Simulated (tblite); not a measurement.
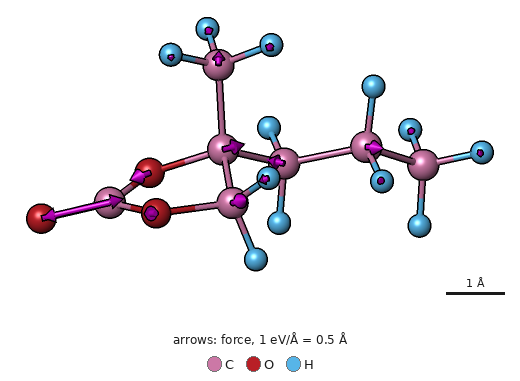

Starting geometry of C₇H₁₂O₃ with the computed forces as purple arrows. Style: ball-and-stick. Shown at a tilt.

All numbers below come from GFN2-xTB geometry optimisation, gas phase (tblite 0.8.0). 

Is this structure relaxed? If not, where do the atoms go?

Answer. It isn't relaxed: the largest force vector, on an O atom, is 2.97 eV/Å. The final displacements have little in common with the starting forces (cosine between the two patterns 0.10). An H atom moves most after the best rigid fit: 0.52 Å. By element the largest moves are H 0.52 Å, O 0.50 Å, C 0.28 Å. Among the contacts that change: C–O 1.223 → 1.186 Å, C–C 1.520 → 1.549 Å, C–O 1.356 → 1.336 Å, C–C 1.511 → 1.527 Å. Among the angles between lasting bonds that change: C–O–C 106.5° → 110.4°, C–O–C 107.7° → 111.4°, C–C–H 112.6° → 110.3°. Groups turn about C–C by about 30°, C–O by about 25°, C–O by about 25°. After 89 geometry steps the energy has fallen by 18.2 kJ/mol. Cost: 0.91 s on 1 thread of Intel(R) Xeon(R) Platinum 8488C (shared host).
